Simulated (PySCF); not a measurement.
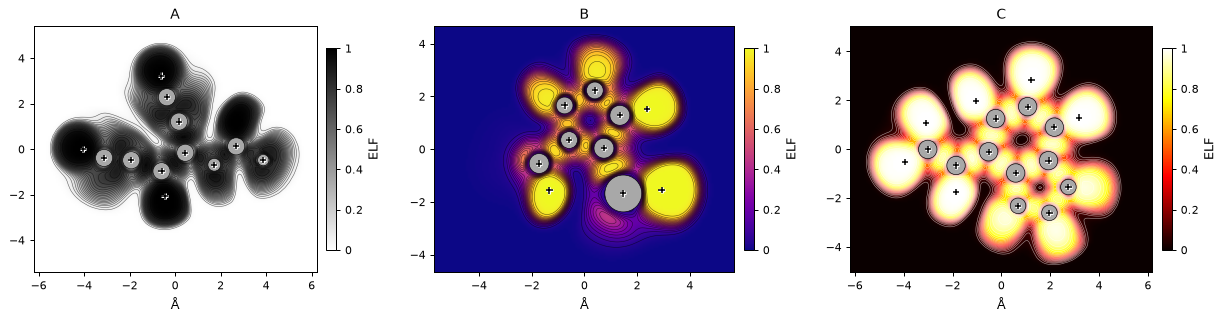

The electron localisation function of 3 systems, each on a plane through atoms (crosses mark nuclei in the plane; grey discs cover the cores).

All numbers below come from PySCF, PBE0/pcSseg-1, SCF density, gas phase, non-relativistic.

System 1: C8H6N3 (SMILES C=Cc1cccc2[n-]nnc12) (charge −1), the molecular plane. Geometry: GFN2-xTB.

```xyz
17

C     2.9698    0.4023   -0.3184
C     1.8976   -0.3853   -0.3782
C     0.5245   -0.0313   -0.0848
C     0.0986    1.2290    0.3147
C    -1.2418    1.5150    0.5844
C    -2.2309    0.5603    0.4720
C    -1.8519   -0.7171    0.0738
N    -2.5409   -1.8636   -0.1357
N    -1.6659   -2.7661   -0.5057
N    -0.4298   -2.3148   -0.5627
C    -0.4744   -1.0155   -0.2056
H     2.9149    1.4396   -0.0290
H     3.9559    0.0359   -0.5596
H     2.0157   -1.4206   -0.6757
H     0.8237    2.0266    0.4239
H    -1.5054    2.5225    0.8920
H    -3.2667    0.7951    0.6847
```

System 2: C5H11N3Si (SMILES CC(C)n1nncc1[SiH3]), the plane of atoms N5, N6 and C7. Geometry: GFN2-xTB.

```xyz
20

C    -1.8841   -0.1554   -1.0402
C    -0.9616    0.3613    0.0613
C    -1.7165    0.5639    1.3730
N     0.1054   -0.5890    0.2720
N    -0.1639   -1.8316    0.6420
N     0.9376   -2.4756    0.7696
C     1.9537   -1.6509    0.4820
C     1.4439   -0.4040    0.1508
Si    2.3033    1.1758   -0.3505
H    -2.2891   -1.1212   -0.7491
H    -2.7020    0.5410   -1.2022
H    -1.3362   -0.2740   -1.9724
H    -0.4975    1.3035   -0.2505
H    -2.5289    1.2713    1.2329
H    -1.0480    0.9446    2.1421
H    -2.1245   -0.3868    1.7060
H     2.9734   -1.9739    0.5223
H     1.9459    2.2330    0.6011
H     3.7394    0.9231   -0.3412
H     1.8445    1.5556   -1.6908
```

System 3: C7H4F2O (SMILES C#C/C=C(\C#C)OC(F)F), the plane of atoms C2, C1 and H11. Geometry: GFN2-xTB, MD frame at 250 fs, 400 K.

```xyz
14

C     3.1506    0.2483    0.4200
C     1.9952    0.3150    0.1108
C     0.7349    0.7258   -0.3861
C    -0.3122   -0.0804   -0.4112
C    -0.1137   -1.3699    0.0956
C     0.3112   -2.3218    0.7116
O    -1.5034    0.3583   -0.9585
C    -2.5548   -0.3361   -0.6266
F    -3.6558    0.1715   -1.2042
F    -2.9064   -0.1978    0.7170
H     4.0301   -0.1024    0.7520
H     0.6338    1.7850   -0.6565
H     0.4968   -3.2020    1.1246
H    -2.5087   -1.4200   -0.7532
```

> Match each panel to its system.

Panel A is system 3, C7H4F2O: the plane holds C, O, F and H. C–C (1.20 Å): the ELF peaks at about 0.85 between the atoms (a multiple bond). Panel B is system 2, C5H11N3Si: the plane holds C, N, Si and H. N–N (1.28 Å): the ELF peaks at about 0.90 between the atoms (localised, covalent bonding). Panel C is system 1, C8H6N3: the plane holds C, N and H. N–N (1.31 Å): the ELF peaks at about 0.90 between the atoms: localised, covalent bonding.
